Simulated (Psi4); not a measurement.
## Single-point calculation, with input and output: CH3OSi (part 2 of 2)

The same run, continued: CH3OSi, multiplicity 4, SMILES O=C[SiH2]; MP2/CBS, UHF (Psi4 1.11). The geometry is that of the parent species in another charge or spin state. The geometry comes from this level: GFN2-xTB.

Geometry of the input (Å):
```
O  -0.4055  -1.6738  0.9157
C  -0.2427  -0.9394  -0.0573
Si 0.2195  0.8441  0.0592
H  -0.3775  -1.3530  -1.0781
H  0.3823  1.6072  -1.1654
H  0.4239  1.5151  1.3260
```

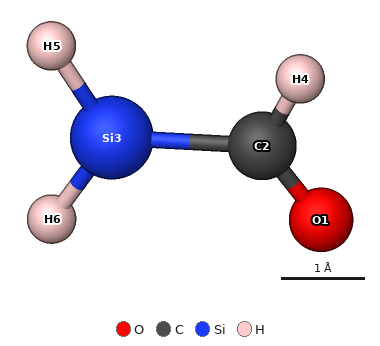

Figure 1. The input geometry (ball-and-stick view, seen at a tilt; atoms are numbered from 1 in the order of the input).

### The program's output, continued
```
	 --------------------------------------------------------
	                 NBF =   163, NAUX =   422
	 --------------------------------------------------------
	   CLASS    FOCC     OCC    AOCC    AVIR     VIR    FVIR
	   ALPHA       7      17      10     146     146       0
	    BETA       7      14       7     149     149       0
	 --------------------------------------------------------

	-----------------------------------------------------------
	 ==================> DF-MP2 Energies <====================
	-----------------------------------------------------------
	 Reference Energy          =    -403.2952820348842806 [Eh]
	 Singles Energy            =      -0.0000000000000000 [Eh]
	 Same-Spin Energy          =      -0.1056209714261716 [Eh]
	 Opposite-Spin Energy      =      -0.3385836615443423 [Eh]
	 Correlation Energy        =      -0.4442046329705138 [Eh]
	 Total Energy              =    -403.7394866678548055 [Eh]
	-----------------------------------------------------------
	 ================> DF-SCS-MP2 Energies <==================
	-----------------------------------------------------------
	 SCS Same-Spin Scale       =       0.3333333333333333 [-]
	 SCS Opposite-Spin Scale   =       1.2000000000000000 [-]
	 SCS Same-Spin Energy      =      -0.0352069904753905 [Eh]
	 SCS Opposite-Spin Energy  =      -0.4063003938532107 [Eh]
	 SCS Correlation Energy    =      -0.4415073843286013 [Eh]
	 SCS Total Energy          =    -403.7367894192128688 [Eh]
	-----------------------------------------------------------

	total time  =          0 seconds =       0.00 minutes

    Psi4 run time: 0:00:06.75

    -----------------------------------------------------------------------
                               Psi4 1.11 release

    h
    h
    h

    -----------------------------------------------------------------------

    Memory:     1.5 GiB
    Threads:    1
                ecpint, einsums, f̶o̶r̶t̶e̶, gauxc, gcp, g̶d̶m̶a̶, geometric, g̶p̶u̶_̶d̶f̶c̶c̶,
                i̶n̶t̶e̶g̶r̶a̶t̶o̶r̶x̶x̶, i̶p̶i̶, libefp, m̶d̶i̶, m̶p̶2̶d̶, m̶r̶c̶c̶, ooo,
                o̶p̶e̶n̶f̶e̶r̶m̶i̶o̶n̶p̶s̶i̶4̶, pcmsolver, p̶s̶i̶4̶f̶o̶c̶k̶c̶i̶, p̶s̶i̶x̶a̶s̶,
                p̶y̶e̶i̶n̶s̶u̶m̶s̶, r̶e̶s̶p̶, s̶i̶m̶i̶n̶t̶, s̶n̶s̶m̶p̶2̶,
                v̶2̶r̶d̶m̶_̶c̶a̶s̶s̶c̶f̶

   => Loading Basis Set <=

    Name: JUN-CC-PVDZ
    Role: ORBITAL
    Keyword: BASIS

         ---------------------------------------------------------
                                   SCF
                              UHF Reference
                        1 Threads,   1525 MiB Core
         ---------------------------------------------------------

  ==> Geometry <==

    Molecular point group: c1
    Full point group: C1

    Geometry (in Bohr), charge = 0, multiplicity = 4:

       Center              X                  Y                   Z               Mass
    ------------   -----------------  -----------------  -----------------  -----------------
         O           -0.766283943873    -3.163061383314     1.730365521298    15.994914619570
         C           -0.458579838865    -1.775227619516    -0.108319101511    12.000000000000
         SI           0.414813781799     1.595042233454     0.111890683888    27.976926534650
         H           -0.713371612360    -2.556856139528    -2.037408222162     1.007825032230
         H            0.722461195024     3.037073342530    -2.202305723870     1.007825032230
         H            0.800960418275     2.863048463636     2.505757945096     1.007825032230

  Running in c1 symmetry.

  Rotational constants: A =      1.43014  B =      0.18063  C =      0.16038 [cm^-1]
  Rotational constants: A =  42874.47432  B =   5415.20603  C =   4807.94676 [MHz]
  Nuclear repulsion =   89.590700312487598

  Charge       = 0
  Multiplicity = 4
  Electrons    = 31
  Nalpha       = 17
  Nbeta        = 14

  ==> Algorithm <==

  SCF Algorithm Type is DF.
  DIIS enabled.
  MOM disabled.
  Fractional occupation disabled.
  Guess Type is SAD.
  Energy threshold   = 1.00e-08
  Density threshold  = 1.00e-08
  Integral threshold = 1.00e-12

  ==> Primary Basis <==

  Basis Set: JUN-CC-PVDZ
    Blend: JUN-CC-PVDZ
    Number of shells: 35
    Number of basis functions: 73
    Number of Cartesian functions: 76
    Spherical Harmonics?: true
    Max angular momentum: 2

   => Loading Basis Set <=

    Name: (JUN-CC-PVDZ AUX)
    Role: JKFIT
    Keyword: DF_BASIS_SCF

  ==> Integral Setup <==

  DFHelper Memory: AOs need 0.016 GiB; user supplied 1.118 GiB.
  SCF_SUBTYPE=INCORE selected. In-core MEM_DF algorithm will be used.
  Using in-core AOs.

  ==> MemDFJK: Density-Fitted J/K Matrices <==

    J tasked:                   Yes
    K tasked:                   Yes
    wK tasked:                   No
    Memory [MiB]:              1144
    Algorithm:                 Core
    Schwarz Cutoff:           1E-12
    Mask sparsity (%):       0.0000
    Fitting Condition:        1E-10

   => Auxiliary Basis Set <=

  Basis Set: (JUN-CC-PVDZ AUX)
    Blend: JUN-CC-PVDZ-JKFIT
    Number of shells: 120
    Number of basis functions: 348
    Number of Cartesian functions: 397
    Spherical Harmonics?: true
    Max angular momentum: 3

  Minimum eigenvalue in the overlap matrix is 1.7583341295E-03.
  Reciprocal condition number of the overlap matrix is 2.8076394750E-04.
    Using symmetric orthogonalization.

  ==> Pre-Iterations <==

  SCF Guess: Superposition of Atomic Densities via on-the-fly atomic UHF (no occupation information).

   -------------------------
    Irrep   Nso     Nmo
   -------------------------
     A         73      73
   -------------------------
    Total      73      73
   -------------------------

  ==> Iterations <==

                           Total Energy        Delta E     RMS |[F,P]|

   @DF-UHF iter SAD:  -402.43892123123857   -4.02439e+02   0.00000e+00
   @DF-UHF iter   1:  -403.14625012631410   -7.07329e-01   4.20119e-03 DIIS/ADIIS
   @DF-UHF iter   2:  -403.20456480861600   -5.83147e-02   3.15177e-03 DIIS/ADIIS
   @DF-UHF iter   3:  -403.22863196119130   -2.40672e-02   9.64793e-04 DIIS/ADIIS
   @DF-UHF iter   4:  -403.24000601861371   -1.13741e-02   6.33569e-04 DIIS/ADIIS
   @DF-UHF iter   5:  -403.24542411485959   -5.41810e-03   3.53653e-04 DIIS/ADIIS
   @DF-UHF iter   6:  -403.24771838403689   -2.29427e-03   1.36583e-04 DIIS/ADIIS
   @DF-UHF iter   7:  -403.24800643318230   -2.88049e-04   6.52727e-05 DIIS
   @DF-UHF iter   8:  -403.24807889146479   -7.24583e-05   2.74490e-05 DIIS
   @DF-UHF iter   9:  -403.24808810135170   -9.20989e-06   8.80428e-06 DIIS
   @DF-UHF iter  10:  -403.24808926766536   -1.16631e-06   3.33130e-06 DIIS
   @DF-UHF iter  11:  -403.24808939896451   -1.31299e-07   1.65116e-06 DIIS
   @DF-UHF iter  12:  -403.24808944515587   -4.61914e-08   7.98080e-07 DIIS
   @DF-UHF iter  13:  -403.24808945787777   -1.27219e-08   3.13900e-07 DIIS
   @DF-UHF iter  14:  -403.24808945965032   -1.77255e-09   1.23202e-07 DIIS
   @DF-UHF iter  15:  -403.24808945984608   -1.95769e-10   3.58072e-08 DIIS
   @DF-UHF iter  16:  -403.24808945986035   -1.42677e-11   2.02575e-08 DIIS
   @DF-UHF iter  17:  -403.24808945986541   -5.05906e-12   1.15444e-08 DIIS
   @DF-UHF iter  18:  -403.24808945986751   -2.10321e-12   8.40507e-09 DIIS
  Energy and wave function converged.

  ==> Post-Iterations <==

   @Spin Contamination Metric:   3.691554720E-02
   @S^2 Expected:                3.750000000E+00
   @S^2 Observed:                3.786915547E+00
   @S   Expected:                1.500000000E+00
   @S   Observed:                1.500000000E+00

    Orbital Energies [Eh]
    ---------------------

    Alpha Occupied:

       1A    -68.802025     2A    -20.682073     3A    -11.284260
       4A     -6.154089     5A     -4.268109     6A     -4.258413
       7A     -4.257669     8A     -1.515750     9A     -0.926966
      10A     -0.782019    11A     -0.732886    12A     -0.702578
      13A     -0.656386    14A     -0.507683    15A     -0.484868
      16A     -0.386137    17A     -0.227397

    Alpha Virtual:

      18A      0.047904    19A      0.061592    20A      0.067745
      21A      0.073827    22A      0.106292    23A      0.109139
      24A      0.131121    25A      0.140713    26A      0.182564
      27A      0.203640    28A      0.230689    29A      0.244668
      30A      0.251380    31A      0.279679    32A      0.336586
      33A      0.414342    34A      0.485463    35A      0.499251
      36A      0.505621    37A      0.518117    38A      0.532293
      39A      0.560554    40A      0.615967    41A      0.632992
      42A      0.678834    43A      0.792527    44A      0.823479
      45A      0.887018    46A      0.932183    47A      0.971739
      48A      1.077345    49A      1.164951    50A      1.175552
      51A      1.272893    52A      1.370911    53A      1.394093
      54A      1.430640    55A      1.506480    56A      1.667039
      57A      1.697381    58A      1.720348    59A      1.792719
      60A      1.812219    61A      1.897423    62A      1.950095
      63A      1.974405    64A      2.110972    65A      2.185082
      66A      2.323143    67A      2.570060    68A      2.685861
      69A      2.877405    70A      2.973502    71A      3.324285
      72A      3.479703    73A      3.835287

    Beta Occupied:

       1A    -68.795577     2A    -20.631612     3A    -11.267365
       4A     -6.145031     5A     -4.252604     6A     -4.252145
       7A     -4.242840     8A     -1.368358     9A     -0.814264
      10A     -0.685170    11A     -0.640167    12A     -0.545780
      13A     -0.534079    14A     -0.509395

    Beta Virtual:

      15A      0.026159    16A      0.037470    17A      0.052204
      18A      0.066537    19A      0.072416    20A      0.090831
      21A      0.113333    22A      0.118982    23A      0.129748
      24A      0.189925    25A      0.200594    26A      0.217928
      27A      0.218626    28A      0.252830    29A      0.276602
      30A      0.277340    31A      0.302280    32A      0.371643
      33A      0.424226    34A      0.505644    35A      0.545034
      36A      0.552731    37A      0.558667    38A      0.583886
      39A      0.635052    40A      0.648966    41A      0.675697
      42A      0.701369    43A      0.866948    44A      0.889170
      45A      0.914838    46A      0.957921    47A      0.995986
      48A      1.090659    49A      1.176070    50A      1.195700
      51A      1.338993    52A      1.441448    53A      1.445100
      54A      1.513360    55A      1.571059    56A      1.677042
      57A      1.697363    58A      1.727341    59A      1.827262
      60A      1.838870    61A      1.908457    62A      1.988737
      63A      2.006971    64A      2.141346    65A      2.191107
      66A      2.331195    67A      2.597242    68A      2.733095
      69A      3.011682    70A      3.081197    71A      3.373286
      72A      3.561600    73A      3.883862

    Final Occupation by Irrep:
              A
    DOCC [    14 ]
    SOCC [     3 ]
    NA   [    17 ]
    NB   [    14 ]

  @DF-UHF Final Energy:  -403.24808945986751

   => Energetics <=

    Nuclear Repulsion Energy =             89.5907003124875985
    One-Electron Energy =                -734.3638852928555707
    Two-Electron Energy =                 241.5250955205004857
    Total Energy =                       -403.2480894598675150

  UHF NO Occupations:
  HONO-2 :   15  A 1.0000000
  HONO-1 :   16  A 1.0000000
  HONO-0 :   17  A 1.0000000
  LUNO+0 :   18  A 0.0070767
  LUNO+1 :   19  A 0.0036773
  LUNO+2 :   20  A 0.0034158
  LUNO+3 :   21  A 0.0022778

Computation Completed

Properties will be evaluated at   0.000000,   0.000000,   0.000000 [a0]

Properties computed using the SCF density matrix

 Multipole Moments:

 ------------------------------------------------------------------------------------
     Multipole            Electronic (a.u.)      Nuclear  (a.u.)        Total (a.u.)
 ------------------------------------------------------------------------------------

 L = 1.  Multiply by 2.5417464519 to convert [e a0] to [Debye]
 Dipole X            :          2.2555495           -2.2643076           -0.0087581
 Dipole Y            :         10.3113064          -10.2819998            0.0293066
 Dipole Z            :        -13.5136444           13.0255231           -0.4881213
 Magnitude           :                                                    0.4890787

 ------------------------------------------------------------------------------------

	total time  =          1 seconds =       0.02 minutes

  //>>>>>>>>>>>>>>>>>>>>>>>>>>>>>>>>>>>//
  //               DFMP2               //
  //<<<<<<<<<<<<<<<<<<<<<<<<<<<<<<<<<<<//

   => Loading Basis Set <=

    Name: (JUN-CC-PVDZ AUX)
    Role: RIFIT
    Keyword: DF_BASIS_MP2

	 --------------------------------------------------------
	                          DF-MP2
	      2nd-Order Density-Fitted Moller-Plesset Theory
	              UMP2 Wavefunction,   1 Threads

	 --------------------------------------------------------

	 --------------------------------------------------------
	                 NBF =    73, NAUX =   257
	 --------------------------------------------------------
	   CLASS    FOCC     OCC    AOCC    AVIR     VIR    FVIR
	   ALPHA       7      17      10      56      56       0
	    BETA       7      14       7      59      59       0
	 --------------------------------------------------------

	-----------------------------------------------------------
	 ==================> DF-MP2 Energies <====================
	-----------------------------------------------------------
	 Reference Energy          =    -403.2480894598675150 [Eh]
	 Singles Energy            =      -0.0000000000000000 [Eh]
	 Same-Spin Energy          =      -0.0861500789981685 [Eh]
	 Opposite-Spin Energy      =      -0.2635519728291822 [Eh]
	 Correlation Energy        =      -0.3497020518273507 [Eh]
	 Total Energy              =    -403.5977915116948793 [Eh]
	-----------------------------------------------------------
	 ================> DF-SCS-MP2 Energies <==================
	-----------------------------------------------------------
	 SCS Same-Spin Scale       =       0.3333333333333333 [-]
	 SCS Opposite-Spin Scale   =       1.2000000000000000 [-]
	 SCS Same-Spin Energy      =      -0.0287166929993895 [Eh]
	 SCS Opposite-Spin Energy  =      -0.3162623673950187 [Eh]
	 SCS Correlation Energy    =      -0.3449790603944082 [Eh]
	 SCS Total Energy          =    -403.5930685202619088 [Eh]
	-----------------------------------------------------------

	total time  =          0 seconds =       0.00 minutes

    Psi4 run time: 0:00:01.56

  //>>>>>>>>>>>>>>>>>>>>>>>>>>>>>>>>>>>//
  //            CBS Results            //
  //<<<<<<<<<<<<<<<<<<<<<<<<<<<<<<<<<<<//

   ==> Components <==

  ---------------------------------------------------------------------------------------------------------
                          Method / Basis                      Rqd      Energy [Eh]   Variable
  ---------------------------------------------------------------------------------------------------------
                              hf / jun-cc-pvdz                 *     -403.24808946   HF TOTAL ENERGY
                             mp2 / jun-cc-pvdz                 *     -403.59779151   MP2 TOTAL ENERGY
                              hf / jun-cc-pvtz                 *     -403.29528203   HF TOTAL ENERGY
                             mp2 / jun-cc-pvtz                 *     -403.73948667   MP2 TOTAL ENERGY
  ---------------------------------------------------------------------------------------------------------

   ==> Stages <==

  ---------------------------------------------------------------------------------------------------------
      Stage               Method / Basis                       Wt      Energy [Eh]   Scheme
  ---------------------------------------------------------------------------------------------------------
        scf                   hf / jun-cc-pvtz                  1    -403.29528203   xtpl_highest_1
       corl                  mp2 / jun-cc-pv[dt]z               1    -403.79914779   corl_xtpl_helgaker_2
       corl                   hf / jun-cc-pv[dt]z              -1    -403.31515259   corl_xtpl_helgaker_2
  ---------------------------------------------------------------------------------------------------------

   ==> CBS <==

  ---------------------------------------------------------------------------------------------------------
      Stage               Method / Basis                               Energy [Eh]   Scheme
  ---------------------------------------------------------------------------------------------------------
        scf                   hf / jun-cc-pvtz                       -403.29528203   xtpl_highest_1
       corl                  mp2 / jun-cc-pv[dt]z                      -0.48399519   corl_xtpl_helgaker_2
      total                  CBS                                     -403.77927723
  ---------------------------------------------------------------------------------------------------------

  Variable Map:
  ----------------------------------------------------------------------------
  "CBS CORRELATION ENERGY"     =>      -0.483995193452
  "CBS NUMBER"                 =>       2.000000000000
  "CBS REFERENCE ENERGY"       =>    -403.295282034884
  "CBS TOTAL ENERGY"           =>    -403.779277228336
  "CURRENT CORRELATION ENERGY" =>      -0.483995193452
  "CURRENT ENERGY"             =>    -403.779277228336
  "CURRENT REFERENCE ENERGY"   =>    -403.295282034884
  "NUCLEAR REPULSION ENERGY"   =>      89.590700312488

  Array Variable Map:
  ----------------------------------------------------------------------------
  "CBS DIPOLE"                 =>      -0.041160041185 ... -0.440007796892 1 by 3
  "CURRENT DIPOLE"             =>      -0.041160041185 ... -0.440007796892 1 by 3

    Psi4 run time: 0:00:11.12
```

### Summary

```csv
quantity,value
outcome,converged
total energy,−403.779277 hartree
correlation energy,−0.483995 hartree
⟨S²⟩,3.787
wall time,13 s
peak memory,0.37 GiB
```
